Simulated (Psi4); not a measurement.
# CH7NOSi (SMILES OCN[SiH3]) at CCSD/cc-pVDZ

Aim: the vertical singlet–triplet gap of CH7NOSi at CCSD/cc-pVDZ, from 2 runs. 

The calculation is run with Psi4 1.11.

1 further run of the same task is left out (set aside as unsound or not needed).

## (1) The structure to begin with

The species is CH7NOSi (11 atoms), meant as a singlet with charge 0. As SMILES, `OCN[SiH3]`. Geometry: relaxed at PBE0-D4/def2-TZVP. This is one conformer, not always the lowest.

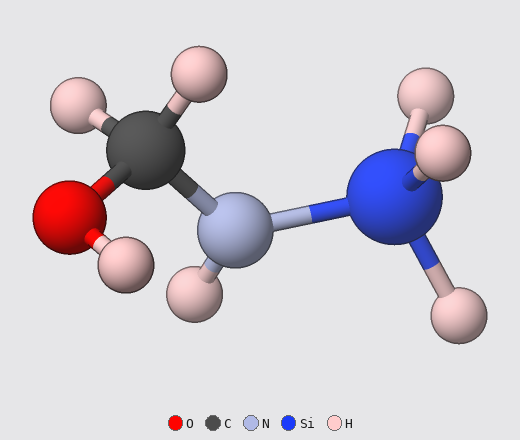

The structure, seen from a chosen angle (oxygen red, carbon dark grey, nitrogen light blue, silicon blue, hydrogen pink).

## (2) A single-point energy at CCSD/cc-pVDZ

ch7nosi.inp reads:

```
memory 1600 mb

molecule {
  O     -1.208000     1.808500    -0.668400
  C     -0.009800     1.197800    -0.260600
  N      0.021500    -0.204300    -0.552200
  Si     0.472500    -1.425900     0.571200
  H     -1.930700     1.291100    -0.299300
  H      0.776900     1.753100    -0.781300
  H      0.150800     1.320600     0.820400
  H      0.033200    -0.410500    -1.539700
  H     -0.212700    -1.140500     1.860100
  H      1.934400    -1.515500     0.858100
  H      0.037100    -2.731600     0.012700
  symmetry c1
}

set basis cc-pVDZ
set reference rhf
set puream true
set e_convergence 1e-09
set d_convergence 1e-08
set scf_type pk
set num_frozen_docc 8

energy_value = energy("ccsd")
```

Run with:

```console
$ psi4 -n 1 ch7nosi.inp ch7nosi.out
```

ch7nosi.out:

```text
[...]
  Running in c1 symmetry.
[...]
  Nuclear repulsion =  173.728160386498956
[...]
  Multiplicity = 1
[...]
  Nalpha       = 21
  Nbeta        = 21
[...]
    Number of basis functions: 95
[...]
   @RHF iter   1:  -460.08077007006335   -6.34094e-01   4.94430e-03 DIIS/ADIIS
[...]
   @RHF iter  11:  -460.19913869472686   -7.67386e-12   9.15824e-09 DIIS
[...]
    Orbital Energies [Eh]
    ---------------------
    Doubly Occupied:
       1A    -68.796366     2A    -20.551884     3A    -15.545671
       4A    -11.314872     5A     -6.142935     6A     -4.249740
       7A     -4.249278     8A     -4.248637     9A     -1.368207
      10A     -1.172330    11A     -0.891781    12A     -0.744233
      13A     -0.709829    14A     -0.626107    15A     -0.613488
      16A     -0.584135    17A     -0.501810    18A     -0.494471
      19A     -0.478139    20A     -0.456031    21A     -0.386140
[...]
  @RHF Final Energy:  -460.19913869472686
   => Energetics <=
    Nuclear Repulsion Energy =            173.7281603864989563
    One-Electron Energy =                -979.6024277614154698
    Two-Electron Energy =                 345.6751286801896299
    Total Energy =                       -460.1991386947268552
[...]
 Multipole Moments:
 ------------------------------------------------------------------------------------
     Multipole            Electronic (a.u.)      Nuclear  (a.u.)        Total (a.u.)
 ------------------------------------------------------------------------------------
 L = 1.  Multiply by 2.5417464519 to convert [e a0] to [Debye]
 Dipole X            :         -1.0901120            1.1822065            0.0920944
 Dipole Y            :          0.9291468           -1.2887648           -0.3596180
 Dipole Z            :         -1.2444833            1.2796615            0.0351782
 Magnitude           :                                                    0.3728860
[...]
      * MP2 total energy                      = -460.802106195609269
[...]
      * CCSD total energy                     = -460.850829429189446
[...]
```

Wall time 23 s (1 thread of AMD EPYC 9R45 (Zen 5), shared host); peak memory 0.69 GiB.

## (3) The triplet, same level

calc.inp reads:

```
memory 1600 MB

molecule {
  0 3
  O     -1.208000     1.808500    -0.668400
  C     -0.009800     1.197800    -0.260600
  N      0.021500    -0.204300    -0.552200
  Si     0.472500    -1.425900     0.571200
  H     -1.930700     1.291100    -0.299300
  H      0.776900     1.753100    -0.781300
  H      0.150800     1.320600     0.820400
  H      0.033200    -0.410500    -1.539700
  H     -0.212700    -1.140500     1.860100
  H      1.934400    -1.515500     0.858100
  H      0.037100    -2.731600     0.012700
  symmetry c1
}

set {
  basis           cc-pVDZ
  reference       uhf
  puream          true
  e_convergence   1e-09
  d_convergence   1e-08
  scf_type        pk
  num_frozen_docc 8
  maxiter         100
}

energy_value, wavefunction = energy('ccsd', return_wfn=True)
print_variables()
```

Run with:

```console
$ psi4 calc.inp calc.out -n 1
```

calc.out:

```text
[...]
  Running in c1 symmetry.
[...]
  Nuclear repulsion =  173.728160386498956
[...]
  Multiplicity = 3
[...]
  Nalpha       = 22
  Nbeta        = 20
[...]
    Number of basis functions: 95
[...]
   @UHF iter   1:  -459.80951243109234   -3.62836e-01   4.36315e-03 DIIS/ADIIS
[...]
   @UHF iter  22:  -459.96902573345722   -6.48015e-12   5.73812e-09 DIIS
[...]
   @S^2 Observed:                2.014593630E+00
[...]
    Orbital Energies [Eh]
    ---------------------
    Alpha Occupied:
       1A    -68.788250     2A    -20.606740     3A    -15.699268
       4A    -11.363032     5A     -6.137785     6A     -4.247055
       7A     -4.243031     8A     -4.242856     9A     -1.431755
      10A     -1.326435    11A     -0.968075    12A     -0.818768
      13A     -0.780130    14A     -0.720693    15A     -0.681147
      16A     -0.638196    17A     -0.593800    18A     -0.565855
      19A     -0.507163    20A     -0.472259    21A     -0.461275
      22A     -0.091171
    Alpha Virtual:
      23A      0.151078    24A      0.161796    25A      0.167313
[...]
  @UHF Final Energy:  -459.96902573345722
   => Energetics <=
    Nuclear Repulsion Energy =            173.7281603864989563
    One-Electron Energy =                -977.7082352395602811
    Two-Electron Energy =                 344.0110491196040812
    Total Energy =                       -459.9690257334572152
  UHF NO Occupations:
  HONO-2 :   20  A 1.9968950
  HONO-1 :   21  A 1.0000000
[...]
 Multipole Moments:
 ------------------------------------------------------------------------------------
     Multipole            Electronic (a.u.)      Nuclear  (a.u.)        Total (a.u.)
 ------------------------------------------------------------------------------------
 L = 1.  Multiply by 2.5417464519 to convert [e a0] to [Debye]
 Dipole X            :         -1.5822037            1.1822065           -0.3999972
 Dipole Y            :          2.1971756           -1.2887648            0.9084109
 Dipole Z            :         -1.3527371            1.2796615           -0.0730755
 Magnitude           :                                                    0.9952629
[...]
      * MP2 total energy                      = -460.552221221942489
[...]
      * CCSD total energy                     = -460.610245523728338
[...]
```

Wall time 68 s (1 thread of AMD EPYC 9R45 (Zen 5), shared host); peak memory 0.76 GiB.

## (4) What came out

Level: CCSD/cc-pVDZ, 8 core orbitals frozen.

```
                                                           quantity          value
                                              singlet: total energy  -460.85083 Eh
                       singlet: HOMO energy (Hartree–Fock orbitals)      -10.51 eV
                       singlet: LUMO energy (Hartree–Fock orbitals)        4.13 eV
                     singlet: HOMO–LUMO gap (Hartree–Fock orbitals)       14.64 eV
               singlet: correlation energy (8 core orbitals frozen)     -651.7 mEh
                                             singlet: T1 diagnostic          0.011
                                              triplet: total energy  -460.61025 Eh
triplet: HOMO energy (Hartree–Fock orbitals) (highest over α and β)       -2.48 eV
 triplet: LUMO energy (Hartree–Fock orbitals) (lowest over α and β)       -0.27 eV
               triplet: correlation energy (8 core orbitals frozen)     -641.2 mEh
                         triplet: ⟨S²⟩ of the reference determinant          2.015
                                             triplet: T1 diagnostic          0.037
                   vertical energy of the triplet above the singlet       6.547 eV
```

What this shows: At this shape the triplet lies 6.55 eV (632 kJ/mol) above the singlet.
